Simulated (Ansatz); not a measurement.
# ZnNi (Pm-3m): from the cell to its phonons, part 2 of 2

Aim: the phonons of ZnNi (Pm-3m) at a cell relaxed beforehand at this level.

Ansatz 0.2.0; DFT LDA, scalar-relativistic, plane waves, PAW.

So far: Starting point; Phonons on a q mesh.

The database entry behind the starting cell is an old determination (1936), so it need not match the best structure at ambient conditions.

**2. Phonons on a q mesh (continued)**

The partial phonon density of states has structure finer than the step of the table below, so its rows give means over 10 cm⁻¹, whole bins alone (the curve runs from -10 to 305 cm⁻¹). Peaks (cm⁻¹: height): Ni 130.7: 0.0173, 174.4: 0.0148, 186.3: 0.0188, 198.1: 0.0307, 261.6: 0.0355; Zn 128.8: 0.0165, 182.3: 0.0259, 206.1: 0.0189, 261.6: 0.0370.

Phonopy on the run's constants, 21x21x21 mesh, Gaussian sigma 2.3 cm-1. Interpolated from a 4×4×4 q mesh. The partial phonon density of states by wavenumber; means over each step; values in 1/cm⁻¹/cell:

| wavenumber (cm⁻¹) | Ni | Zn |
| --- | --- | --- |
| 0 | 1.9e-5 | 2.1e-5 |
| 10 | 6.0e-5 | 6.7e-5 |
| 20 | 2.5e-4 | 2.8e-4 |
| 30 | 6.5e-4 | 7.1e-4 |
| 40 | 0.00102 | 0.00109 |
| 50 | 0.00203 | 0.00215 |
| 60 | 0.00341 | 0.00346 |
| 70 | 0.00606 | 0.00608 |
| 80 | 0.00684 | 0.00680 |
| 90 | 0.00824 | 0.00822 |
| 100 | 0.00973 | 0.00967 |
| 110 | 0.0107 | 0.0109 |
| 120 | 0.0115 | 0.0115 |
| 130 | 0.0143 | 0.0138 |
| 140 | 0.0117 | 0.0117 |
| 150 | 0.00976 | 0.00980 |
| 160 | 0.0112 | 0.0111 |
| 170 | 0.0122 | 0.0136 |
| 180 | 0.0125 | 0.0204 |
| 190 | 0.0150 | 0.0104 |
| 200 | 0.0229 | 0.0129 |
| 210 | 0.0147 | 0.0158 |
| 220 | 0.0132 | 0.0129 |
| 230 | 0.0123 | 0.0124 |
| 240 | 0.0130 | 0.0135 |
| 250 | 0.0168 | 0.0176 |
| 260 | 0.0306 | 0.0320 |
| 270 | 0.0204 | 0.0220 |
| 280 | 0.00788 | 0.00839 |
| 290 | 7.7e-4 | 8.1e-4 |
| 300 | 0 | 0 |

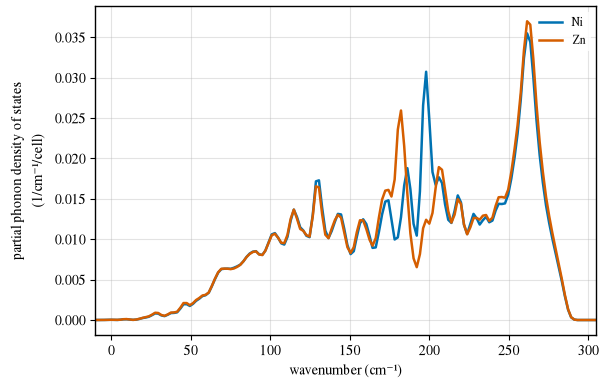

Partial phonon density of states against wavenumber.

Second derivatives of the energy by pair, one row for each kind of neighbour of each atom listed. Each entry sums the pair over the periodic images of the supercell that the q mesh stands for, and in a polar crystal it holds the long-range dipole part too. Force constants by pair, by row:

| atom | neighbour | distance (Å) | third of the trace (eV/Å²) | along the pair's line (eV/Å²) |
| --- | --- | --- | --- | --- |
| Zn1 | itself | 0 | 9.466 | – |
| Zn1 | Ni | 2.43 | -0.9264 | -3.117 |
| Zn1 | Zn | 2.806 | -0.205 | -0.7634 |
| Zn1 | Zn | 3.969 | -0.0237 | -0.1103 |
| Zn1 | Ni | 4.654 | -0.0125 | -0.024 |
| Zn1 | Zn | 4.861 | -0.0355 | -0.1036 |
| Zn1 | Zn | 5.613 | -0.0078 | 0.0163 |
| Zn1 | Ni | 6.116 | 8.00e-4 | 0.0051 |
| Zn1 | Zn | 6.275 | 0.0015 | 0.0033 |
| Ni2 | itself | 0 | 8.434 | – |
| Ni2 | Zn | 2.43 | -0.9264 | -3.117 |
| Ni2 | Ni | 2.806 | -0.0344 | -0.2117 |
| Ni2 | Ni | 3.969 | -0.0613 | -0.175 |
| Ni2 | Zn | 4.654 | -0.0125 | -0.024 |
| Ni2 | Ni | 4.861 | 0.0186 | 0.0565 |
| Ni2 | Ni | 5.613 | 0.0107 | 0.1552 |
| Ni2 | Zn | 6.116 | 8.00e-4 | 0.0051 |
| Ni2 | Ni | 6.275 | 0.0116 | 0.0092 |

Harmonic thermodynamic functions per atom, from the density of states. Interpolated from a 4×4×4 q mesh. Thermodynamic functions, by row:

| T (K) | F_vib (meV/atom) | S (J/mol-atom/K) | C_V (J/mol-atom/K) |
| --- | --- | --- | --- |
| 0 | 34.89 | 0 | 0 |
| 50 | 34.58 | 2.168 | 5.187 |
| 100 | 31.83 | 8.731 | 14.17 |
| 200 | 15.94 | 21.29 | 21.23 |
| 300 | -11.06 | 30.34 | 23.17 |
| 400 | -46.17 | 37.12 | 23.92 |
| 500 | -87.53 | 42.5 | 24.28 |
| 600 | -133.9 | 46.95 | 24.48 |
| 700 | -184.6 | 50.73 | 24.6 |
| 800 | -238.9 | 54.02 | 24.68 |
| 900 | -296.5 | 56.93 | 24.74 |
| 1000 | -356.9 | 59.54 | 24.77 |

Harmonic mean-square displacement, third of the trace. Interpolated from a 4×4×4 q mesh. Mean square displacements, by row:

| T (K) | Zn1 U_eq (Å²) | Ni2 U_eq (Å²) |
| --- | --- | --- |
| 0 | 0.00164 | 0.00183 |
| 100 | 0.00257 | 0.00283 |
| 300 | 0.00627 | 0.00687 |
| 600 | 0.01224 | 0.01341 |

Symmetry leaves 10 wavevectors to solve. The lowest mode among them, the acoustic zeros apart, lies at q = (0, 0.25, 0.25) and is real, 48.3 cm⁻¹.

**3. Another isotope, element Ni, natural mass 58.6934 amu**

An isotope changes the mass and not the force constants, so no new electronic calculation is needed; the shifts show which modes move this element.

The same force constants with the mass of Ni changed from 58.693 to 63.928 u (phonopy, no LO-TO term). Both lists are sorted by frequency; levels can cross, so a row need not hold one and the same mode. Modes under 3 cm⁻¹ are left out. Isotope shifts, by row:

| q | rank | natural mass (cm⁻¹) | changed mass (cm⁻¹) |
| --- | --- | --- | --- |
| 0 0 0 | 4 | 260.2 | 254.5 |
| 0 0 0 | 5 | 260.2 | 254.5 |
| 0 0 0 | 6 | 260.2 | 254.5 |
| 0 0 0.25 | 1 | 106.7 | 104.6 |
| 0 0 0.25 | 2 | 106.7 | 104.6 |
| 0 0 0.25 | 3 | 128.9 | 126 |
| 0 0 0.25 | 4 | 241.8 | 236.4 |
| 0 0 0.25 | 5 | 241.8 | 236.4 |
| 0 0 0.25 | 6 | 250.3 | 245.4 |
| 0 0 -0.5 | 1 | 184.2 | 184.2 |
| 0 0 -0.5 | 2 | 184.2 | 184.2 |
| 0 0 -0.5 | 3 | 194.9 | 186.8 |
| 0 0 -0.5 | 4 | 194.9 | 186.8 |
| 0 0 -0.5 | 5 | 210.9 | 202.1 |
| 0 0 -0.5 | 6 | 223.7 | 223.7 |
| 0 0.25 0.25 | 1 | 48.33 | 47.28 |
| 0 0.25 0.25 | 2 | 136.7 | 134.1 |
| 0 0.25 0.25 | 3 | 192.7 | 186.7 |
| 0 0.25 0.25 | 4 | 211.6 | 209.2 |
| 0 0.25 0.25 | 5 | 228.2 | 222.9 |
| 0 0.25 0.25 | 6 | 270.3 | 264.7 |

A mode of this element alone would shift by -4.18 %. The highest zone-centre frequency without the field goes from 260.2 to 254.5 cm⁻¹ (-2.2 %). The product of the frequency ratios over all optical modes at Γ is 0.936; the product rule, (m/m′)^(3k/2) (M′/M)^(3/2) with k = 1 such atoms and M the mass of the cell, gives 0.936.

**4. Isotope substitution, element Zn, natural mass 65.38 amu**

The same for Zn, from 65.38 to 67.92 u.

A mode of this element alone would shift by -1.89 %. The highest zone-centre frequency without the field goes from 260.2 to 257.9 cm⁻¹ (-0.9 %). The product of the frequency ratios over all optical modes at Γ is 0.974; the product rule, (m/m′)^(3k/2) (M′/M)^(3/2) with k = 1 such atoms and M the mass of the cell, gives 0.974.

**5. Summary of results**

```json
{"space group (within 0.01 Å)": "Pm-3m", "volume per atom": "11.1 Å³", "electronic character": "no gap on this mesh", "highest optical mode at the zone centre (no LO-TO term)": "260 cm⁻¹", "lowest optical zone-centre mode": "260 cm⁻¹", "lowest mode on the q mesh (acoustic modes at Γ apart)": "48.3 cm⁻¹", "highest frequency on the path or at a solved wavevector": "287 cm⁻¹", "zero-point energy per atom": "34.9 meV", "heat capacity at 300 K": "23.2 J/(mol atoms K)", "vibrational entropy at 300 K": "30.3 J/(mol atoms K)", "Debye temperature (second moment)": "368 K", "imaginary modes on the 4×4×4 q mesh": "none"}
```

**Reading.** The structure is a minimum as far as tested: no mode is imaginary at the 10 irreducible wavevectors of the 4×4×4 mesh, and the softest away from the acoustic zeros lies at 48 cm⁻¹. The optical modes at Γ form one degenerate level at 260 cm⁻¹. With no gap, or one that is small against the smearing, the frequencies hang on the k mesh and the smearing, most of all near Kohn anomalies. The phonon runs are without spin polarisation, although Ni often carries a moment. A phonon run warned that its eigensolver left some bands unconverged in a pass. These are harmonic frequencies at zero temperature: anharmonic shifts, linewidths and thermal expansion are left out.

[Logs are printed without paths, hosts, clocks, repeated set-up lines and the standing remarks that a program may print on its own settings, such as how far it seeks lower states.]

[Hosts, paths, dates, database ids (printed as entryN), source tags and the programs' standing remarks are cut or masked in the printed files.]
